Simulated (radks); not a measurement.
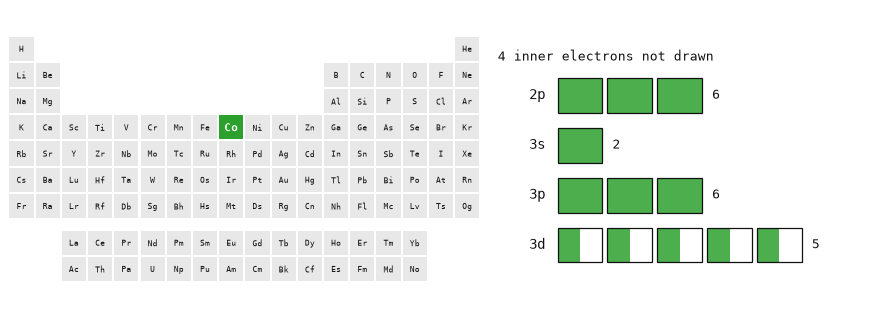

Left, the place of cobalt in the periodic table; right, the outer shells as the input fills them: a box for each of the 2l + 1 orbitals, shaded by the share of the shell that is filled, with the electron count at the right.

## Atomic calculation for Co⁴⁺

System: the cobalt ion Co⁴⁺ in the configuration [Ar] 3d5 (high spin).
Method: scalar-relativistic Kohn-Sham, r2SCAN, spin-polarised, spherical densities, finite nucleus (the in-house radial solver radks).

### The input
```
Z 27
configuration [Ar] 3d5
relativity scalar-relativistic
functional r2scan,r2scan
spin polarised
nucleus finite rms 3.7875 fm
c 137.035999084
mixing 0.2
max_iterations 85
```

Energies in input and log are in hartree, lengths in bohr (the nuclear radius in fm).

Launched within a batch (the task file carries these settings):
```bash
python <driver script> task.json out
```

### Output
```
1s      1   1.0000        -282.23677870
2s      1   1.0000         -35.75338985
2p      1   3.0000         -30.88205805
3s      1   1.0000          -6.22183088
3p      1   3.0000          -4.79764821
3d      1   5.0000          -2.53624355
1s      2   1.0000        -282.23805686
2s      2   1.0000         -35.60148399
2p      2   3.0000         -30.76708864
3s      2   1.0000          -5.90794944
3p      2   3.0000          -4.48481464
3d      2   0.0000          -2.21768393
Etot -1389.4405680716045
Ekin 1407.6080124911068
Encl -3276.8595636109026
Eh 537.9972429156178
Exc -58.18625986742644
err 1.0599270667980155e-06
it 13
```

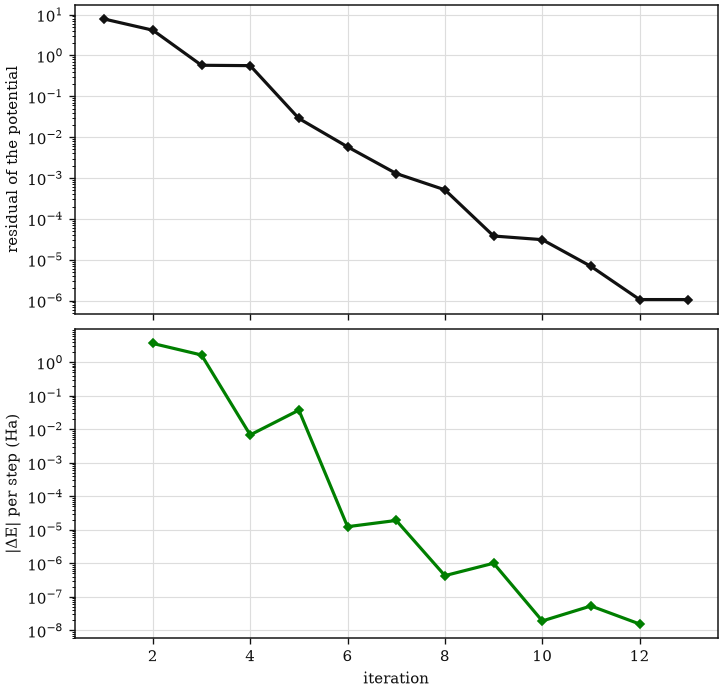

Convergence: residual of the potential and change of the energy from step to step (the smallest changes aren't drawn) against the iteration. The residual falls almost steadily, with no more than small rises or pauses. It goes from 7.8 to 1.1×10⁻⁶ in 13 steps.

### Outcome

| quantity | value |
| --- | --- |
| outcome | converged |
| total energy | −1389.4406 hartree |
| kinetic energy | 1407.6080 hartree |
| electron–nucleus energy | −3276.8596 hartree |
| Hartree energy | 537.997243 hartree |
| exchange–correlation energy | −58.186260 hartree |
| radius at density 0.001 e/bohr³ | 2.44 bohr |
| SCF iterations | 13 |
| hardware | 1 thread of Arm Neoverse V2, 108 GiB of memory available, shared host |

### What is odd here

A numerical setting was moved from its usual value: mixing factor beta = 0.2. The program ran to the end, and its total energy equals that of the same run with the usual input (−1389.44057 hartree) within 10⁻⁵ hartree, so the oddity leaves no trace in it.
